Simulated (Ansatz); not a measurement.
## Geometry relaxation, with input and output: ZrH3Cl3O (part 1 of 2)

ZrH3Cl3O, computed with RKS PBE0-D4/def2-TZVP (Ansatz 0.2.0).

The geometry is a transition state displaced along its imaginary mode. The reaction was set up to form Zr1–H7 and O2–H6 and to break Zr1–O2 and H6–H7 (atoms counted from 1 in the order of the input); sticks are drawn by distance alone. Figures and captions count atoms from 1; the log counts them from 0 in places.

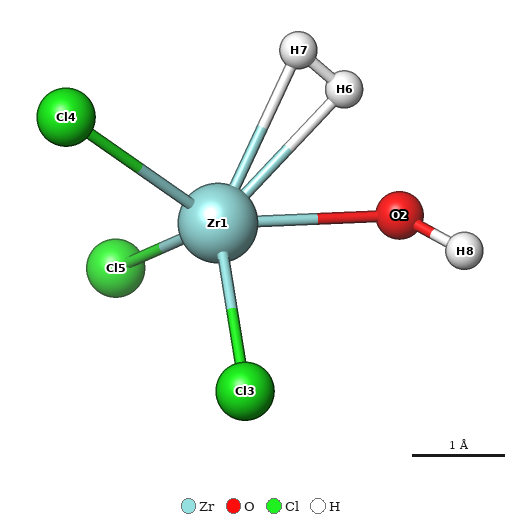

Figure 1. The structure as given in the input (ball-and-stick view, seen at a tilt; atoms are numbered from 1 in the order of the input). Sticks mark near contacts.

## The input
```yaml
crystal:
  periodic: [false, false, false]
  atoms:
    - {symbol: Zr, position_ang: [-0.219341, 0.133619, -0.549004]}
    - {symbol: O, position_ang: [1.262014, -0.184602, 0.832564]}
    - {symbol: Cl, position_ang: [0.326764, -1.721425, -1.774058]}
    - {symbol: Cl, position_ang: [-2.588587, 0.087885, -0.811363]}
    - {symbol: Cl, position_ang: [0.394884, 2.138506, -1.586671]}
    - {symbol: H, position_ang: [-0.082223, 0.216094, 1.456019]}
    - {symbol: H, position_ang: [-0.771704, 0.341837, 1.440729]}
    - {symbol: H, position_ang: [1.678192, -1.011914, 0.991785]}
basis:
  gaussian: {orbitals: def2-TZVP}
hamiltonian: {xc: pbe0, dispersion: d4}
relax: {f_tol: 0.005, max_steps: 200}
```

Launched with:
```bash
ansatz run in.yaml --threads 8 --pin off --events-out ev --progress --plain --max-ram 19148MiB
```

## Output
```
Functional definition: PBE0
  name "PBE0"
  cite "Adamo & Barone, J. Chem. Phys. 110, 6158 (1999) doi:10.1063/1.478522"
  cite "Perdew, Burke & Ernzerhof, Phys. Rev. Lett. 77, 3865 (1996) doi:10.1103/PhysRevLett.77.3865"
  parent pbe
  parameter a = 0.25
  parameter kappa = 0.804
  parameter beta = 0.06672455060314922
  exchange = (1 - a)*pbe_x(kappa = kappa, mu = beta*pi^2/3) + a*exact_x
  correlation = pbe_c(beta = beta)
1486 factors; their error is unknown
mean field evaluation 1: about -40931.5687 eV, gradient 6.1e1 eV
mean field evaluation 2: about -40872.0970 eV, gradient 1.8e2 eV
mean field evaluation 4: about -40937.7466 eV, gradient 8.6e0 eV
mean field evaluation 8: about -40937.9200 eV, gradient 6.3e-2 eV
mean field evaluation 16: about -40938.0545 eV, gradient 1.6e-4 eV
mean field -40938.05454285 eV, -1504.4457556397 hartree, gradient 4.2e-5 eV, S^2 0.000000; 0 other end points of the search recorded, 0 dependent functions left out
the calculation of the forces begins
reference -40938.05459073 eV, -1504.4457573991 hartree; 37, 37 occupied and 163, 163 virtual orbitals, 1486 factors
relax step   1: F+E_penalty+E_count = -40938.28042626 eV  Δ(F+E_penalty+E_count) = +0.000e0 eV  max|allowed force component| = 4.175e0 eV/Å  Δτ_max = 0.0000 Å  (29 SCF iters, accepted)
these checks for a lower state are left out or cut short: starts, cluster_reference, orbital_swaps, neighbouring_geometries, increment
1486 factors; their error is unknown
mean field -40938.59201927 eV, -1504.4655075338 hartree, gradient 1.4e-5 eV, S^2 0.000000; 0 other end points of the search recorded, 0 dependent functions left out
[... from here on the field's lines of each further geometry are left out, up to the last ...]
relax step   2: F+E_penalty+E_count = -40938.81655915 eV  Δ(F+E_penalty+E_count) = -5.361e-1 eV  max|allowed force component| = 8.130e-1 eV/Å  Δτ_max = 0.1947 Å  (38 SCF iters, accepted)
relax step   3: F+E_penalty+E_count = -40939.08651320 eV  Δ(F+E_penalty+E_count) = -2.700e-1 eV  max|allowed force component| = 1.358e0 eV/Å  Δτ_max = 0.1948 Å  (39 SCF iters, accepted)
relax step   4: F+E_penalty+E_count = -40939.26469438 eV  Δ(F+E_penalty+E_count) = -1.782e-1 eV  max|allowed force component| = 6.425e-1 eV/Å  Δτ_max = 0.1949 Å  (32 SCF iters, accepted)
relax step   5: F+E_penalty+E_count = -40939.39367432 eV  Δ(F+E_penalty+E_count) = -1.290e-1 eV  max|allowed force component| = 6.273e-1 eV/Å  Δτ_max = 0.1993 Å  (37 SCF iters, accepted)
relax step   6: F+E_penalty+E_count = -40939.49268715 eV  Δ(F+E_penalty+E_count) = -9.901e-2 eV  max|allowed force component| = 6.500e-1 eV/Å  Δτ_max = 0.1949 Å  (38 SCF iters, accepted)
relax step   7: F+E_penalty+E_count = -40939.55874094 eV  Δ(F+E_penalty+E_count) = -6.605e-2 eV  max|allowed force component| = 8.166e-1 eV/Å  Δτ_max = 0.1960 Å  (33 SCF iters, accepted)
relax step   8: F+E_penalty+E_count = -40939.59145756 eV  Δ(F+E_penalty+E_count) = -3.272e-2 eV  max|allowed force component| = 3.646e-1 eV/Å  Δτ_max = 0.1954 Å  (32 SCF iters, accepted)
relax step   9: F+E_penalty+E_count = -40939.62224695 eV  Δ(F+E_penalty+E_count) = -3.079e-2 eV  max|allowed force component| = 3.609e-1 eV/Å  Δτ_max = 0.2000 Å  (37 SCF iters, accepted)
relax step  10: F+E_penalty+E_count = -40939.64228511 eV  Δ(F+E_penalty+E_count) = -2.004e-2 eV  max|allowed force component| = 1.447e-1 eV/Å  Δτ_max = 0.2000 Å  (37 SCF iters, accepted)
relax step  11: F+E_penalty+E_count = -40939.64846305 eV  Δ(F+E_penalty+E_count) = -6.178e-3 eV  max|allowed force component| = 1.979e-1 eV/Å  Δτ_max = 0.1456 Å  (32 SCF iters, accepted)
relax step  12: F+E_penalty+E_count = -40939.64903453 eV  Δ(F+E_penalty+E_count) = -5.715e-4 eV  max|allowed force component| = 1.902e-1 eV/Å  Δτ_max = 0.0299 Å  (33 SCF iters, accepted)
relax step  13: F+E_penalty+E_count = -40939.65145825 eV  Δ(F+E_penalty+E_count) = -2.424e-3 eV  max|allowed force component| = 1.014e-1 eV/Å  Δτ_max = 0.0653 Å  (32 SCF iters, accepted)
relax step  14: F+E_penalty+E_count = -40939.65188046 eV  Δ(F+E_penalty+E_count) = -4.222e-4 eV  max|allowed force component| = 1.002e-1 eV/Å  Δτ_max = 0.0245 Å  (34 SCF iters, accepted)
relax step  15: F+E_penalty+E_count = -40939.57191220 eV  Δ(F+E_penalty+E_count) = +7.997e-2 eV  max|allowed force component| = 1.749e0 eV/Å  Δτ_max = 0.1954 Å  (30 SCF iters, rejected (line search))
relax step  16: F+E_penalty+E_count = -40939.65327019 eV  Δ(F+E_penalty+E_count) = -1.390e-3 eV  max|allowed force component| = 1.265e-2 eV/Å  Δτ_max = 0.0953 Å  (31 SCF iters, accepted)
relax step  17: F+E_penalty+E_count = -40939.65366128 eV  Δ(F+E_penalty+E_count) = -3.911e-4 eV  max|allowed force component| = 1.747e-1 eV/Å  Δτ_max = 0.0972 Å  (32 SCF iters, accepted)
relax step  18: F+E_penalty+E_count = -40939.65431146 eV  Δ(F+E_penalty+E_count) = -6.502e-4 eV  max|allowed force component| = 8.033e-2 eV/Å  Δτ_max = 0.0382 Å  (33 SCF iters, accepted)
relax step  19: F+E_penalty+E_count = -40939.65473536 eV  Δ(F+E_penalty+E_count) = -4.239e-4 eV  max|allowed force component| = 3.199e-2 eV/Å  Δτ_max = 0.0453 Å  (31 SCF iters, accepted)
relax step  20: F+E_penalty+E_count = -40939.65510483 eV  Δ(F+E_penalty+E_count) = -3.695e-4 eV  max|allowed force component| = 1.108e-1 eV/Å  Δτ_max = 0.0421 Å  (33 SCF iters, accepted)
relax step  21: F+E_penalty+E_count = -40939.65548838 eV  Δ(F+E_penalty+E_count) = -3.835e-4 eV  max|allowed force component| = 1.189e-1 eV/Å  Δτ_max = 0.0267 Å  (34 SCF iters, accepted)
relax step  22: F+E_penalty+E_count = -40939.65590552 eV  Δ(F+E_penalty+E_count) = -4.171e-4 eV  max|allowed force component| = 8.089e-2 eV/Å  Δτ_max = 0.0246 Å  (34 SCF iters, accepted)
relax step  23: F+E_penalty+E_count = -40939.65668832 eV  Δ(F+E_penalty+E_count) = -7.828e-4 eV  max|allowed force component| = 2.518e-2 eV/Å  Δτ_max = 0.0628 Å  (32 SCF iters, accepted)
relax step  24: F+E_penalty+E_count = -40939.65648971 eV  Δ(F+E_penalty+E_count) = +1.986e-4 eV  max|allowed force component| = 1.088e-1 eV/Å  Δτ_max = 0.0270 Å  (33 SCF iters, rejected (line search))
relax step  25: F+E_penalty+E_count = -40939.65683087 eV  Δ(F+E_penalty+E_count) = -1.425e-4 eV  max|allowed force component| = 1.424e-2 eV/Å  Δτ_max = 0.0132 Å  (34 SCF iters, accepted)
relax step  26: F+E_penalty+E_count = -40939.65423211 eV  Δ(F+E_penalty+E_count) = +2.599e-3 eV  max|allowed force component| = 3.702e-1 eV/Å  Δτ_max = 0.0687 Å  (33 SCF iters, rejected (line search))
relax step  27: F+E_penalty+E_count = -40939.65700507 eV  Δ(F+E_penalty+E_count) = -1.742e-4 eV  max|allowed force component| = 1.825e-2 eV/Å  Δτ_max = 0.0296 Å  (33 SCF iters, accepted)
relax step  28: F+E_penalty+E_count = -40939.65663547 eV  Δ(F+E_penalty+E_count) = +3.696e-4 eV  max|allowed force component| = 1.637e-1 eV/Å  Δτ_max = 0.0488 Å  (32 SCF iters, rejected (line search))
relax step  29: F+E_penalty+E_count = -40939.65711264 eV  Δ(F+E_penalty+E_count) = -1.076e-4 eV  max|allowed force component| = 4.099e-2 eV/Å  Δτ_max = 0.0238 Å  (34 SCF iters, accepted)
relax step  30: F+E_penalty+E_count = -40939.65703756 eV  Δ(F+E_penalty+E_count) = +7.508e-5 eV  max|allowed force component| = 7.825e-2 eV/Å  Δτ_max = 0.0247 Å  (33 SCF iters, rejected (line search))
relax step  31: F+E_penalty+E_count = -40939.65721182 eV  Δ(F+E_penalty+E_count) = -9.918e-5 eV  max|allowed force component| = 1.420e-2 eV/Å  Δτ_max = 0.0123 Å  (34 SCF iters, accepted)
relax step  32: F+E_penalty+E_count = -40939.65726863 eV  Δ(F+E_penalty+E_count) = -5.681e-5 eV  max|allowed force component| = 1.265e-2 eV/Å  Δτ_max = 0.0125 Å  (25 SCF iters, accepted)
relax step  33: F+E_penalty+E_count = -40939.65732583 eV  Δ(F+E_penalty+E_count) = -5.719e-5 eV  max|allowed force component| = 2.496e-2 eV/Å  Δτ_max = 0.0184 Å  (34 SCF iters, accepted)
relax step  34: F+E_penalty+E_count = -40939.65735109 eV  Δ(F+E_penalty+E_count) = -2.526e-5 eV  max|allowed force component| = 3.621e-2 eV/Å  Δτ_max = 0.0149 Å  (33 SCF iters, accepted)
relax step  35: F+E_penalty+E_count = -40939.65738430 eV  Δ(F+E_penalty+E_count) = -3.321e-5 eV  max|allowed force component| = 2.069e-2 eV/Å  Δτ_max = 0.0071 Å  (25 SCF iters, accepted)
relax step  36: F+E_penalty+E_count = -40939.65740335 eV  Δ(F+E_penalty+E_count) = -1.905e-5 eV  max|allowed force component| = 9.127e-3 eV/Å  Δτ_max = 0.0147 Å  (34 SCF iters, accepted)
relax step  37: F+E_penalty+E_count = -40939.65743028 eV  Δ(F+E_penalty+E_count) = -2.693e-5 eV  max|allowed force component| = 3.972e-3 eV/Å  Δτ_max = 0.0059 Å  (25 SCF iters, accepted)
relax step  38: F+E_penalty+E_count = -40939.65743512 eV  Δ(F+E_penalty+E_count) = -4.834e-6 eV  max|allowed force component| = 1.960e-2 eV/Å  Δτ_max = 0.0155 Å  (34 SCF iters, accepted)
relax step  39: F+E_penalty+E_count = -40939.65744357 eV  Δ(F+E_penalty+E_count) = -8.450e-6 eV  max|allowed force component| = 6.402e-3 eV/Å  Δτ_max = 0.0028 Å  (22 SCF iters, accepted)
the calculation of the forces begins
reference -40939.44547015 eV, -1504.4968712752 hartree; 37, 37 occupied and 163, 163 virtual orbitals, 1486 factors
relax step  40: F+E_penalty+E_count = -40939.65744951 eV  Δ(F+E_penalty+E_count) = -5.948e-6 eV  max|allowed force component| = 2.516e-3 eV/Å  Δτ_max = 0.0030 Å  (25 SCF iters, accepted)
```

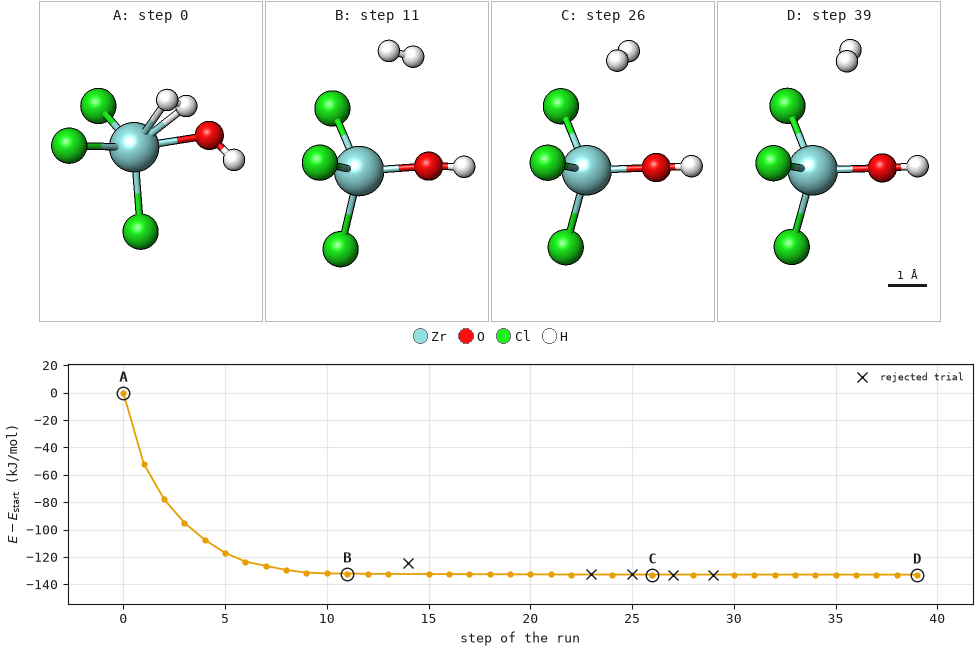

Figure 2. Frames of the relaxation (ball-and-stick view, seen at a tilt) above the curves, on which the letters mark them (the first geometry is step 0 here and step 1 in the log).

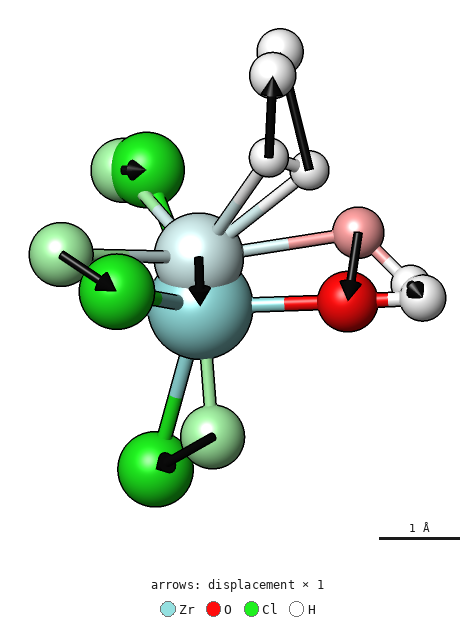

Figure 3. Start (faint) and end (solid) with the displacements as black arrows, at true length (ball-and-stick view, seen at a tilt). The two geometries are laid on each other by the best rigid fit. Over 39 geometry steps the energy falls by 132.9 kJ/mol. The largest force component goes from 4.2 to 0.0025 eV/Å. The line search rejected the trial steps at points 14, 23, 25, 27, 29 (counted from 0) and went back. H6 moves most after the best rigid fit: 1.54 Å. Largest moves by element: H 1.54 Å, Cl 1.20 Å, O 0.91 Å, Zr 0.66 Å. Among the contacts that change: Zr1–H6 2.011 → 3.554 Å, Zr1–H7 2.075 → 3.549 Å, Zr1–O2 2.050 → 1.878 Å, Zr1–Cl4 2.384 → 2.338 Å. Bonds break: Zr1–H6 (2.01 → 3.55 Å), Zr1–H7 (2.08 → 3.55 Å). Among the angles that change: Zr1–O2–H8 124.8° → 179.1°, O2–Zr1–Cl4 142.1° → 109.6°, O2–Zr1–Cl3 93.6° → 108.7°. (Atoms are counted from 1 in the order of the input.)

```
1486 factors; their error is unknown
mean field -40939.44542066 eV, -1504.4968694563 hartree, gradient 1.6e-5 eV, S^2 0.000000; 1 other end points of the search recorded, 0 dependent functions left out
the calculation of the forces begins
reference -40939.44547015 eV, -1504.4968712752 hartree; 37, 37 occupied and 163, 163 virtual orbitals, 1486 factors
Total energy: -40939.65749901 eV, -1504.5046631920 hartree
Atom 0 at     0.009770    -0.306530    -0.974808 Å, force     0.000141    -0.000337    -0.000017 eV/Å
Atom 1 at     1.070441    -0.982285     0.419921 Å, force     0.001563    -0.001195     0.002437 eV/Å
Atom 2 at     0.534272    -1.458049    -2.937467 Å, force     0.000049     0.000130    -0.000066 eV/Å
Atom 3 at    -2.249857    -0.634275    -0.472698 Å, force    -0.000048     0.000018    -0.000021 eV/Å
Atom 4 at     0.461726     1.967490    -1.274133 Å, force     0.000017    -0.000096     0.000157 eV/Å
Atom 5 at    -0.444625     1.614466     1.980007 Å, force    -0.000003     0.000156    -0.000179 eV/Å
Atom 6 at    -0.983252     1.116430     2.120793 Å, force     0.000130    -0.000092     0.000205 eV/Å
Atom 7 at     1.601525    -1.317247     1.138386 Å, force    -0.001849     0.001416    -0.002516 eV/Å
Dipole moment:     0.336791    -0.201170     0.489665 e Å
```

## Trajectory as extended XYZ (Å, eV, eV/Å), 40 frames, from step=1 to step=40
```
8
Properties=species:S:1:pos:R:3:forces:R:3 step=1 energy=-40938.28043
Zr   -0.2193    0.1336   -0.5490    0.7464   0.5098  -0.1224
O     1.2620   -0.1846    0.8326   -0.1566   0.6772  -1.3037
Cl    0.3268   -1.7214   -1.7741    0.1051  -0.4677  -0.4420
Cl   -2.5886    0.0879   -0.8114    0.3368  -0.0339   0.3106
Cl    0.3949    2.1385   -1.5867   -0.0476  -0.2881   0.1139
H    -0.0822    0.2161    1.4560    2.4948  -0.5086   0.9469
H    -0.7717    0.3418    1.4407   -4.1750   1.0243   0.3471
H     1.6782   -1.0119    0.9918    0.6962  -0.9131   0.1496
8
Properties=species:S:1:pos:R:3:forces:R:3 step=2 energy=-40938.81656
Zr   -0.1533    0.1273   -0.5963    0.4827  -0.2659   0.3610
O     1.2607   -0.1981    0.7917   -0.0018  -0.1488  -0.8130
Cl    0.3454   -1.7600   -1.8555    0.0254   0.0047  -0.1905
Cl   -2.5182    0.0774   -0.7253    0.0935  -0.0403   0.1588
Cl    0.4214    2.1265   -1.6053    0.0937   0.1049  -0.1156
H    -0.1695    0.2045    1.5307   -0.7568   0.2846   0.5378
H    -0.9210    0.4384    1.5201   -0.1656   0.1107   0.0642
H     1.7345   -1.0159    0.9399    0.2289  -0.0500  -0.0027
8
Properties=species:S:1:pos:R:3:forces:R:3 step=3 energy=-40939.08651
Zr   -0.0981    0.0827   -0.6037    0.0849  -0.1229  -0.3011
O     1.2555   -0.2520    0.7541    0.3958  -0.7129  -0.1351
Cl    0.3756   -1.7443   -1.9774    0.0106   0.1295  -0.0406
Cl   -2.4649    0.0276   -0.6148   -0.0343  -0.0641   0.0793
Cl    0.4849    2.0870   -1.6236    0.0396   0.0299  -0.0298
H    -0.3181    0.2630    1.6322   -1.3583   0.6812   0.3338
H    -1.0609    0.5624    1.5750    0.9806  -0.3661   0.1007
H     1.8260   -1.0264    0.8582   -0.1188   0.4254  -0.0073
8
Properties=species:S:1:pos:R:3:forces:R:3 step=4 energy=-40939.26469
Zr   -0.0674    0.0467   -0.6501    0.0192  -0.0767  -0.1339
O     1.2427   -0.3232    0.7267    0.2118  -0.5995  -0.1430
Cl    0.4057   -1.7338   -2.0738    0.0185   0.1070  -0.0726
Cl   -2.4405   -0.0178   -0.5752    0.1407  -0.0662   0.0589
Cl    0.5194    2.0732   -1.6432    0.0103  -0.0564   0.0236
H    -0.4180    0.3627    1.7665   -0.6425   0.3793   0.1192
H    -1.1307    0.6325    1.6399    0.5053  -0.1366   0.1370
H     1.8888   -1.0403    0.8092   -0.2632   0.4490   0.0107
8
Properties=species:S:1:pos:R:3:forces:R:3 step=5 energy=-40939.39367
Zr   -0.0408   -0.0103   -0.7162   -0.2278   0.0520  -0.2046
O     1.1852   -0.4106    0.7029    0.4535  -0.6273  -0.0133
Cl    0.4535   -1.7068   -2.2225    0.0393   0.0315  -0.0983
Cl   -2.4065   -0.0993   -0.5350    0.2543  -0.0633   0.0394
Cl    0.5470    2.0515   -1.6468   -0.0021  -0.0786   0.0524
H    -0.4834    0.4960    1.8994    0.2126   0.0407   0.1906
H    -1.1679    0.7284    1.7288   -0.2611   0.1512   0.0032
H     1.9130   -1.0489    0.7895   -0.4688   0.4939   0.0306
8
Properties=species:S:1:pos:R:3:forces:R:3 step=6 energy=-40939.49269
Zr   -0.0284   -0.0671   -0.8093   -0.0897  -0.0357   0.0464
O     1.1118   -0.4924    0.6719    0.5049  -0.5503  -0.1612
Cl    0.5206   -1.6873   -2.3845    0.0109   0.0498  -0.0526
Cl   -2.3705   -0.2042   -0.5052    0.2854  -0.0294  -0.0072
Cl    0.5661    2.0392   -1.6345   -0.0290  -0.0779   0.0408
H    -0.5069    0.6330    2.0361    0.2801  -0.0118   0.1514
H    -1.1870    0.8396    1.8329   -0.3127   0.1501  -0.0157
H     1.8943   -1.0608    0.7927   -0.6500   0.5053  -0.0018
8
Properties=species:S:1:pos:R:3:forces:R:3 step=7 energy=-40939.55874
Zr    0.0066   -0.1303   -0.8888   -0.4866   0.2003  -0.5111
O     1.0587   -0.5586    0.6152    0.8166  -0.5721   0.3407
Cl    0.5849   -1.6736   -2.5376    0.0160   0.0295  -0.0014
Cl   -2.3066   -0.2998   -0.4982    0.1562  -0.0247  -0.0056
Cl    0.5591    2.0236   -1.6225   -0.0099  -0.0693   0.0391
H    -0.5286    0.7752    2.1693    0.0917   0.0155   0.0634
H    -1.2231    0.9569    1.9731   -0.1021   0.0609   0.0152
H     1.8490   -1.0933    0.7895   -0.4819   0.3600   0.0598
8
Properties=species:S:1:pos:R:3:forces:R:3 step=8 energy=-40939.59146
Zr    0.0186   -0.1699   -0.9898    0.0928   0.0766   0.3646
O     1.0331   -0.6055    0.5705    0.1464  -0.1946  -0.3633
Cl    0.6409   -1.6633   -2.6681   -0.0170   0.0189  -0.0052
Cl   -2.2601   -0.3850   -0.4880    0.0934   0.0020  -0.0930
Cl    0.5610    2.0200   -1.6310   -0.0598  -0.1447   0.0233
H    -0.5409    0.8788    2.2604    0.0565   0.0012   0.0285
H    -1.2517    1.0633    2.1345   -0.0547   0.0351   0.0086
H     1.7990   -1.1385    0.8115   -0.2577   0.2055   0.0366
8
Properties=species:S:1:pos:R:3:forces:R:3 step=9 energy=-40939.62225
Zr    0.0214   -0.2055   -1.0063    0.1816  -0.2088  -0.1296
O     1.0651   -0.7149    0.4873    0.3063  -0.2209   0.1219
Cl    0.6692   -1.6036   -2.7659   -0.0512   0.0762   0.0617
Cl   -2.2577   -0.4886   -0.6062   -0.1022  -0.0171   0.0622
Cl    0.4897    1.9978   -1.5998    0.0198   0.1137   0.0077
H    -0.5370    0.9992    2.3429   -0.0546   0.0198  -0.0052
H    -1.2494    1.2151    2.2647    0.0612  -0.0152  -0.0030
H     1.7987   -1.1994    0.8832   -0.3609   0.2524  -0.1157
8
Properties=species:S:1:pos:R:3:forces:R:3 step=10 energy=-40939.64229
Zr    0.0121   -0.2381   -0.9903   -0.0003  -0.0245  -0.1447
O     1.0426   -0.7848    0.4861    0.1216  -0.0887   0.0383
Cl    0.6590   -1.5118   -2.8454   -0.0327   0.0725   0.0926
Cl   -2.2579   -0.6051   -0.5655    0.0079   0.0078   0.0055
Cl    0.4379    2.0196   -1.4244   -0.0202  -0.0223   0.0084
H    -0.4723    1.0318    2.2432   -0.0006   0.0069  -0.0014
H    -1.1607    1.2826    2.0987   -0.0001   0.0036  -0.0022
H     1.7392   -1.1942    0.9976   -0.0757   0.0447   0.0035
```
